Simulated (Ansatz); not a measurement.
System: Si3Ge5.

The calculation's input:

```
crystal:
  lattice:
    - [5.55, 0.0, 0.0]
    - [0.0, 5.55, 0.0]
    - [0.0, 0.0, 5.55]
  atoms:
    - { symbol: Si, position: [0.0, 0.0, 0.0] }
    - { symbol: Si, position: [0.0, 0.5, 0.5] }
    - { symbol: Ge, position: [0.5, 0.0, 0.5] }
    - { symbol: Ge, position: [0.5, 0.5, 0.0] }
    - { symbol: Si, position: [0.25, 0.25, 0.25] }
    - { symbol: Ge, position: [0.25, 0.75, 0.75] }
    - { symbol: Ge, position: [0.75, 0.25, 0.75] }
    - { symbol: Ge, position: [0.75, 0.75, 0.25] }
scf:
  occupations: { method: gaussian, width: 0.02 }
output:
  forces: true
  stress: true
  eigenvalues: true
  write_density: true
  write_potential: true
  elf: true
  volumetric_format: npy
kpoints:
  mp_grid: { grid: [6, 6, 6] }
hamiltonian:
  xc: pbe
relax:
  f_tol: 0.01
  adjacent_minimum: "off"
  cell: { stress_tol: 0.03, fix: [shape] }
```

Run with:

```sh
ansatz run input.yaml --threads 4 --pin off --max-ram 12288MiB --backend cpu --events-out ev --progress --plain --runs-dir out
```

Below, planes, directions and counts refer to the conventional cell (a = 7.97 Å, b = 7.97 Å, c = 5.64 Å, α = 90.00°, β = 90.00°, γ = 90.00°).

The fields are those of the relaxed geometry.

Space group Cmm2; a generated structure, not necessarily the stable one.

Method: DFT PBE, scalar-relativistic, plane waves, PAW in Ansatz.

### What will maps of the electron localisation function show?

Si–Si (2.39 Å): the ELF peaks at about 0.95 between the atoms; a shared electron pair.
Si–Ge (2.43 Å): the ELF peaks at about 0.95 between the atoms; localised, covalent bonding.

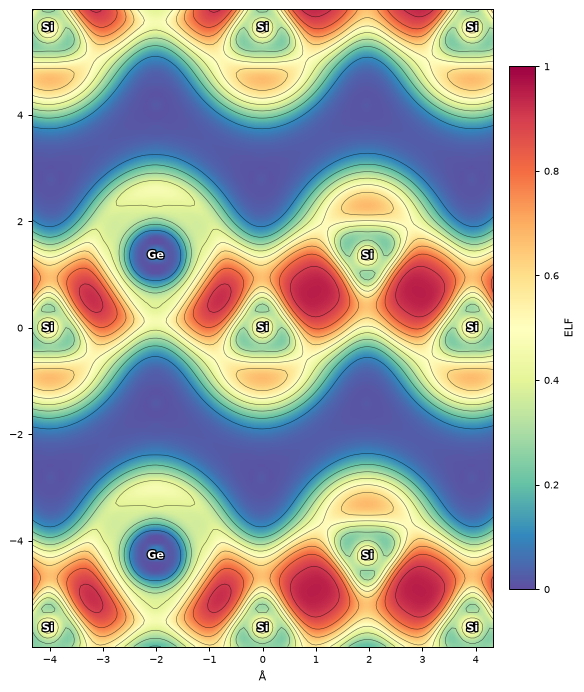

Computed electron localisation function on the (100) plane of the conventional cell. 

Core electrons are frozen (PAW), and the valence fields are smoothed inside the atomic spheres.
